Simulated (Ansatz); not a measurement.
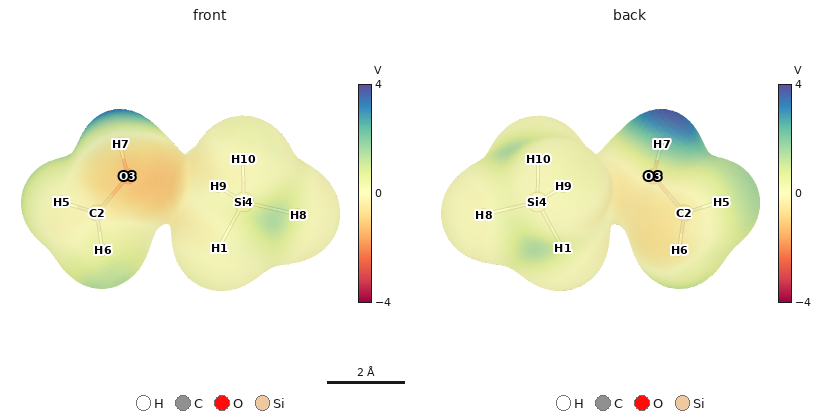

Figure. SiH4···CH3O (doublet). The electrostatic potential painted on the density surface at 0.004 e/bohr³, seen from the front and from behind; the colour scale runs from red (negative) to blue (positive).

The product side of a reaction path; geometry: PBE0-D4/def2-TZVP.

The calculation used Ansatz, UKS PBE0-D4/def2-TZVPP.

```json
{"atom": "H", "x (Å)": "0.0684", "y (Å)": "-0.1865", "z (Å)": "1.7916"}
{"atom": "C", "x (Å)": "-0.0517", "y (Å)": "1.8127", "z (Å)": "-0.8990"}
{"atom": "O", "x (Å)": "0.6758", "y (Å)": "0.6761", "z (Å)": "-1.0462"}
{"atom": "Si", "x (Å)": "-0.1731", "y (Å)": "-1.4828", "z (Å)": "1.1135"}
{"atom": "H", "x (Å)": "-0.3719", "y (Å)": "2.3520", "z (Å)": "-1.7822"}
{"atom": "H", "x (Å)": "0.1061", "y (Å)": "2.3148", "z (Å)": "0.0438"}
{"atom": "H", "x (Å)": "0.5317", "y (Å)": "0.3101", "z (Å)": "-1.9226"}
{"atom": "H", "x (Å)": "-0.5923", "y (Å)": "-2.4847", "z (Å)": "2.1310"}
{"atom": "H", "x (Å)": "-1.2604", "y (Å)": "-1.3464", "z (Å)": "0.1125"}
{"atom": "H", "x (Å)": "1.0673", "y (Å)": "-1.9653", "z (Å)": "0.4577"}
```

Q: Which sites attract a positive test charge, and which a negative one?

A: A positive charge is drawn to the negative regions and a negative charge to the positive ones. The most negative region (about −1.2 V, or −28 kcal/mol for a unit charge) lies over O3, the most positive (about +3.7 V, or +85 kcal/mol for a unit charge) over H7. O3 is the likeliest acceptor of a hydrogen bond.
